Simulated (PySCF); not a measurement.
System: C3H9F2PSi2 (SMILES F[SiH2]P[SiH2][C@H]1C[C@H]1F).

```xyz
17

F     4.1680    0.2441    0.1041
Si    2.5884    0.1596    0.4091
P     1.8265   -1.5803   -0.7672
Si   -0.3447   -1.5306   -0.2430
C    -1.1740    0.1310   -0.6226
C    -2.3854    0.5536    0.1729
C    -1.0815    1.2387    0.3732
F    -0.4023    0.9949    1.5373
H     2.4875   -0.0997    1.8343
H     2.1152    1.4732   -0.0084
H     1.6995   -0.9001   -1.9658
H    -0.4996   -1.8395    1.1776
H    -1.0191   -2.5392   -1.0679
H    -1.1563    0.4463   -1.6593
H    -3.1791    1.0978   -0.3165
H    -2.7212   -0.1070    0.9565
H    -0.9290    2.2691    0.0757
```

Geometry: GFN2-xTB.

Computed with B3LYP/def2-SVPD, SCF density, gas phase in PySCF.

What will maps of the electron density and electron localisation function show?

Si–F (1.61 Å): ρ is about 1 e/Å³ halfway; the ELF peaks at about 0.85 in the valence shell of F, 0.5 Å from its nucleus, and is about 0.45 at the midpoint.
Si–P (2.23 Å): ρ at the midpoint is about 0.74 e/Å³; the ELF peaks at about 0.95 between the atoms; localised, covalent bonding.

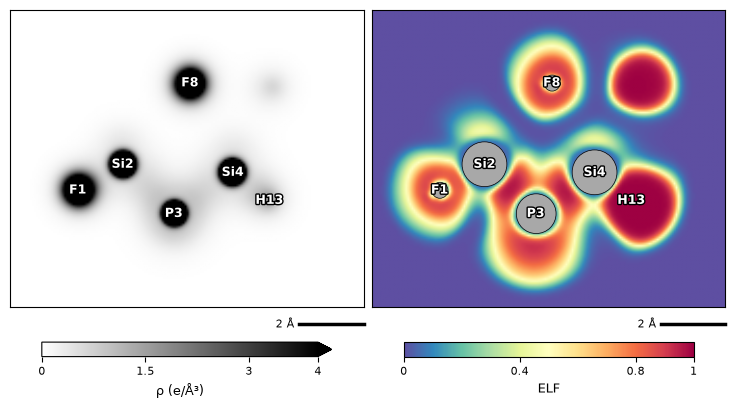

Computed electron density and electron localisation function on the plane of atoms F1, Si2 and P3, in this order. Grey discs cover the atomic cores in the ELF map. 
